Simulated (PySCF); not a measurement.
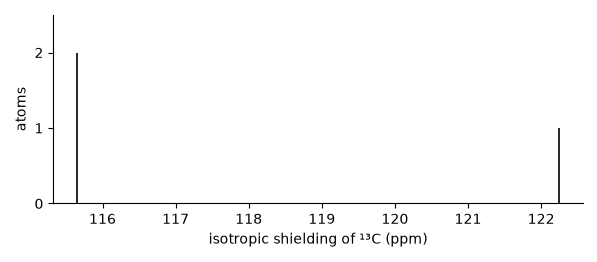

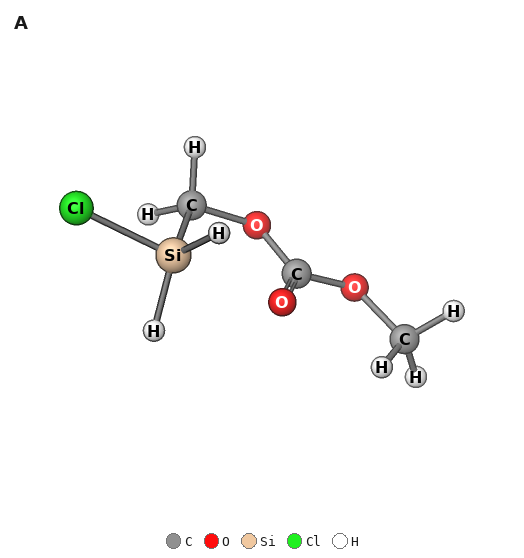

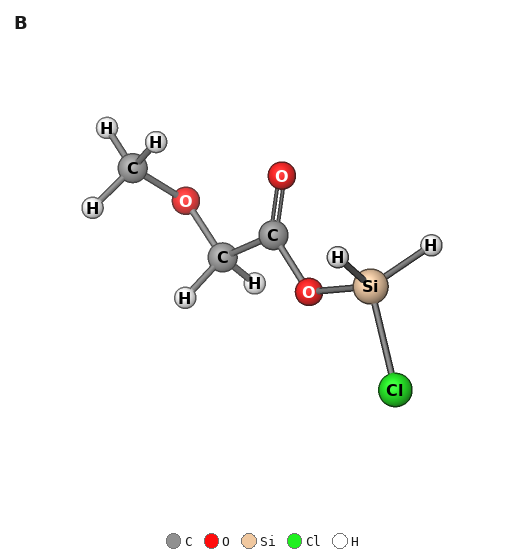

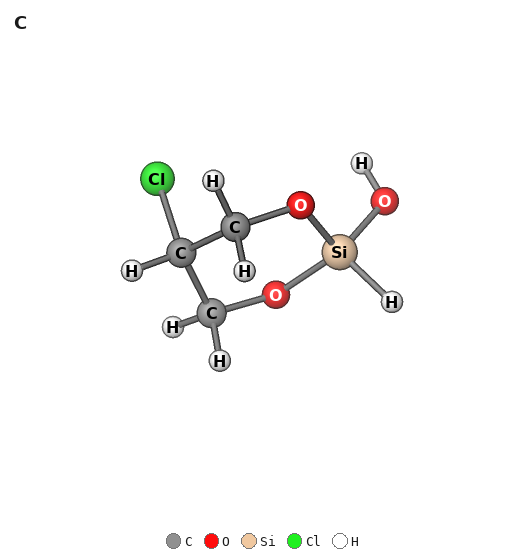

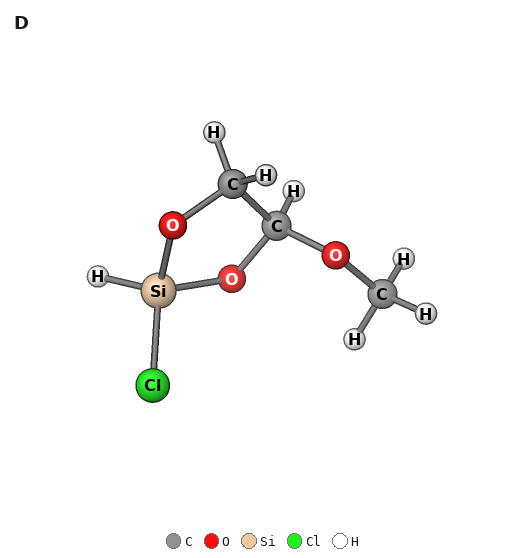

The sticks are computed shieldings of one of the molecules, for one fixed geometry (GFN2-xTB) without averaging over rotations. Low shielding means a high chemical shift. Method: GIAO PBE0/pcSseg-1 NMR shielding, non-relativistic, gas phase (PySCF 2.14.0).

### Which molecule gives this pattern?

C, `O[Si@H]1OC[C@@H](Cl)CO1`. Its 3 C atoms give lines at 115.7 (2 atoms), 122.2 ppm.

The geometry is semi-empirical. Around Si such bond lengths and angles can be off by a tenth of an ångström or more and by several degrees, and values that hang on the shape move with them.
